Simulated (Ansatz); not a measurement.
# BBrF2 + H2S: a complex and its separated parts

Aim: how far the complex at one end of a reaction step lies below its separated, relaxed parts, level by level.

Computed with Ansatz 0.2.0, Gaussian basis. Level: PBE0-D4/def2-TZVP structures, single points in def2-TZVPP, no counterpoise correction.

Levels: SPW92, PBE-D4, BLYP-D4, r2SCAN-D4, B97M-V, PBE0-D4, B3LYP-D4, r2SCAN0-D4, BHLYP-D4, CAM-B3LYP-D4, wB97X-V, wB97M-V, B2PLYP, PBE-QIDH, RPA on PBE, Hartree-Fock, MP2, CCSD, CCSD(T).

Correlated methods freeze the cores. Filled d shells of the heavier atoms are correlated. B3LYP uses VWN-RPA correlation. B2PLYP carries no dispersion term here.

21 further runs of the same task are left out: 21 set aside as unsound or not needed.

**1. Where the work starts**

The complex: 7 atoms, charge 0, spin multiplicity 1.

Atoms are counted from 1 here; the program's logs count them from 0.

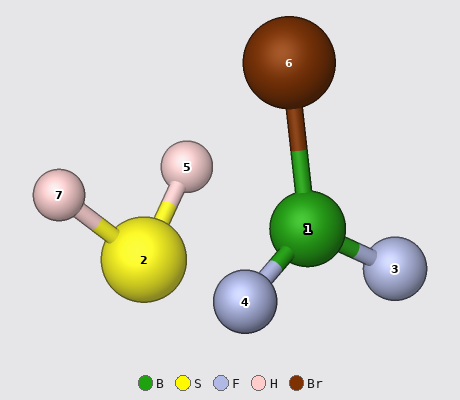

Start geometry, drawn with boron green, sulfur yellow, fluorine light blue, hydrogen pink, bromine brown; atoms are numbered from 1 in the order of the file.

Coordinates:

```xyz
7
charge 0, multiplicity 1
B    -1.20778   -0.47280   -0.12599
S     1.49102    0.67867   -0.63459
F    -0.92865   -1.49856   -0.89456
F    -1.77373    0.59271   -0.64096
H     2.10977   -0.21648    0.15077
Br   -1.07826   -0.65175    1.78046
H     1.38763    1.56811    0.36498
```

Its parts: BBrF2 holds atoms 1, 3, 4, 6; H2S holds atoms 2, 5, 7. Each part counts its atoms afresh in its own runs.

**2. Relaxing BBrF2 alone**

relax-a/in.yaml

```yaml
crystal:
  periodic: [false, false, false]
  atoms:
    - {symbol: B, position_ang: [-1.207780, -0.472798, -0.125991]}
    - {symbol: F, position_ang: [-0.928653, -1.498559, -0.894563]}
    - {symbol: F, position_ang: [-1.773730, 0.592705, -0.640958]}
    - {symbol: Br, position_ang: [-1.078262, -0.651751, 1.780458]}
basis:
  gaussian: {orbitals: def2-TZVP}
hamiltonian: {xc: pbe0, dispersion: d4}
relax: {f_tol: 0.005, max_steps: 200}
```

The command line of these runs was not kept.

The runs that follow: Relaxing H2S alone; wB97M-V/def2-TZVPP; CCSD(T)/def2-TZVPP; Vibrations of BBrF2; Vibrations of H2S.

Before running it: what results should come out? Wanted: complex less parts, CCSD(T)/def2-TZVPP; with zero-point energy; largest T1 diagnostic.

The runs gave:

| quantity | value |
| --- | --- |
| complex less parts, CCSD(T)/def2-TZVPP | -0.123 eV |
| with zero-point energy | -0.082 eV |
| largest T1 diagnostic | 0.011 |

At CCSD(T) the complex lies 0.123 eV below its parts. The functionals run from PBE-QIDH, off by -0.004 eV, to SPW92, off by -0.158 eV, against CCSD(T). By rung, the mean size of the error is: LDA 0.158, GGA 0.058, meta-GGA 0.036, hybrid 0.046, range-separated hybrid 0.036, double hybrid 0.023 eV. PBE-D4 gives a relative energy 0.066 eV too low, an error of 54 % of the reference. No counterpoise was applied, and triple zeta lacks some correlation, so the CCSD(T) reference has a basis error of its own, and close matches with it are partly luck.
